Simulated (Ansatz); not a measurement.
# N2H3 (hydrazinyl radical) at U-wB97X/STO-3G

Aim: the vertical ionisation energy of N2H3 (hydrazinyl radical) at U-wB97X/STO-3G, from 2 runs. 

The results are computed with Ansatz 0.2.0.

30 further runs of the same task are left out: 30 set aside as unsound or not needed.

**1. The system as given**

N2H3: 5 atoms, total charge 0, spin state doublet. As SMILES, `[NH]N`. The coordinates come from a PBE0-D4/def2-TZVP relaxation. This is one conformer, not always the lowest.

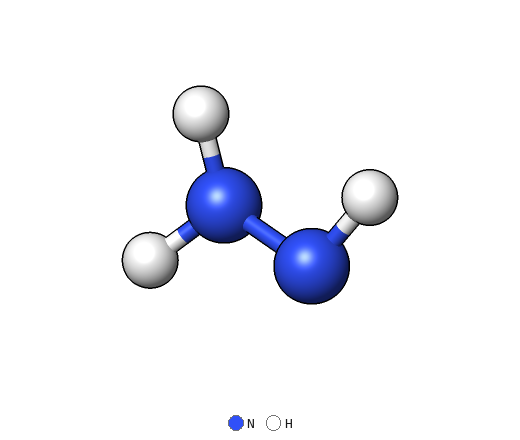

Viewed from a chosen angle; nitrogen blue, hydrogen white.

**2. The energy at U-wB97X/STO-3G**

run.yaml

```yaml
crystal:
  periodic: [false, false, false]
  atoms:
    - {symbol: N, position_ang: [-0.187600, -0.818050, 0.454040]}
    - {symbol: N, position_ang: [-0.128660, 0.235610, -0.368450]}
    - {symbol: H, position_ang: [0.759840, -0.951450, 0.811270]}
    - {symbol: H, position_ang: [-1.030950, 0.592300, -0.640030]}
    - {symbol: H, position_ang: [0.587360, 0.941580, -0.256830]}
basis:
  gaussian: {orbitals: STO-3G}
magnetization: {spin_polarized: true, initial_magnetization: 1}
hamiltonian: {xc: {name: wB97X}}
accuracy: high
```

The run is started by

```sh
ansatz run run.yaml --threads 1 --pin off --max-ram 3480MiB --events-out events.jsonl --progress --plain --runs-dir runs
```

What it wrote:

```text
Warning: RAYON_NUM_THREADS=1 ignored (pool sized by the plan → 1); use --threads N
Functional definition: wB97X
  name "wB97X"
  parameter omega = 0.3/bohr
  parameter cx = 0.157706
  parameter cx1 = 0.726479
  parameter cx2 = 1.04760
  parameter cx3 = -5.70635
  parameter cx4 = 13.2794
  parameter css1 = -4.33879
  parameter css2 = 18.2308
  parameter css3 = -31.7430
  parameter css4 = 17.2901
  parameter cos1 = 2.37031
  parameter cos2 = -11.3995
  parameter cos3 = 6.58405
  parameter cos4 = -3.78132
  exchange = spin_sum(e_x_unif_sr(omega)*poly(b97_u_x, 1 - cx, cx1, cx2, cx3, cx4)) + cx*exact_x_sr(omega)
      + exact_x_lr(omega)
  correlation = spin_sum(e_c_pw_same_spin*poly(b97_u_same, 1, css1, css2, css3, css4))
      + integral(e_c_pw_opposite_spin*poly(b97_u_opposite, 1, cos1, cos2, cos3, cos4))
209 factors; integrals over basis functions are off by at most 1.2e-8 eV
119 factors; integrals over basis functions are off by at most 7.1e-10 eV
mean field evaluation 1: about -2984.9858 eV, gradient 1.1e1 eV
mean field evaluation 2: about -2985.6753 eV, gradient 7.5e0 eV
mean field evaluation 4: about -2985.9712 eV, gradient 5.3e-1 eV
mean field evaluation 8: about -2985.9611 eV, gradient 9.5e-3 eV
mean field evaluation 16: about -2985.9611 eV, gradient 5.4e-6 eV
mean field -2985.96113774 eV, -109.7320478549 hartree, gradient 3.4e-8 eV, S^2 0.751542; 0 other end points of the search recorded, 0 dependent functions left out
reference -2985.96113638 eV, -109.7320478048 hartree; 9, 8 occupied and 4, 5 virtual orbitals, 209 factors
Total energy: -2985.96113638 eV, -109.7320478048 hartree
```

Run time: 6.6 s. Hardware: 1 thread of Arm Neoverse V1, shared host; peak memory 0.31 GiB.

**3. The singlet cation at the same level**

in.yaml

```yaml
crystal:
  periodic: [false, false, false]
  atoms:
    - {symbol: "N", position_ang: [-0.187600, -0.818050, 0.454040]}
    - {symbol: N, position_ang: [-0.128660, 0.235610, -0.368450]}
    - {symbol: H, position_ang: [0.759840, -0.951450, 0.811270]}
    - {symbol: H, position_ang: [-1.030950, 0.592300, -0.640030]}
    - {symbol: H, position_ang: [0.587360, 0.941580, -0.256830]}
basis:
  gaussian: {orbitals: STO-3G}
total_charge: 1
hamiltonian: {xc: {name: wB97X}}
accuracy: high
magnetization: {spin_polarized: false, initial_magnetization: 0}
```

The run is started by

```sh
ansatz run in.yaml --threads 1 --pin off --max-ram 3480MiB --events-out events.jsonl --progress --plain --runs-dir runs
```

What it wrote (excerpt; [...] marks lines left out):

```text
Warning: RAYON_NUM_THREADS=1 ignored (pool sized by the plan → 1); use --threads N
[... 2 set-up lines as earlier in the session ...]
[...]
      + exact_x_lr(omega)
[...]
      + integral(e_c_pw_opposite_spin*poly(b97_u_opposite, 1, cos1, cos2, cos3, cos4))
209 factors; integrals over basis functions are off by at most 1.2e-8 eV
118 factors; integrals over basis functions are off by at most 7.1e-10 eV
[...]
mean field -2979.42304518 eV, -109.4917773849 hartree, gradient 7.3e-8 eV, S^2 0.000000; 0 other end points of the search recorded, 0 dependent functions left out
reference -2979.42304383 eV, -109.4917773354 hartree; 8, 8 occupied and 5, 5 virtual orbitals, 209 factors
Total energy: -2979.42304383 eV, -109.4917773354 hartree
```

It took 3.6 s on 1 thread of Arm Neoverse V1, shared host; peak memory 0.19 GiB.

**4. Results**

At U-wB97X/STO-3G:

| quantity | value |
| --- | --- |
| doublet N2H3: total energy | -109.73205 Eh |
| doublet N2H3: ⟨S²⟩ | 0.752 |
| singlet cation: total energy | -109.49178 Eh |
| vertical ionisation energy (to the singlet cation) | 6.538 eV |

The vertical ionisation energy comes to 6.54 eV (631 kJ/mol). Only the singlet of the ionised species was computed; a triplet could lie lower. In a minimal basis such a difference can be off by several eV, whatever the method.
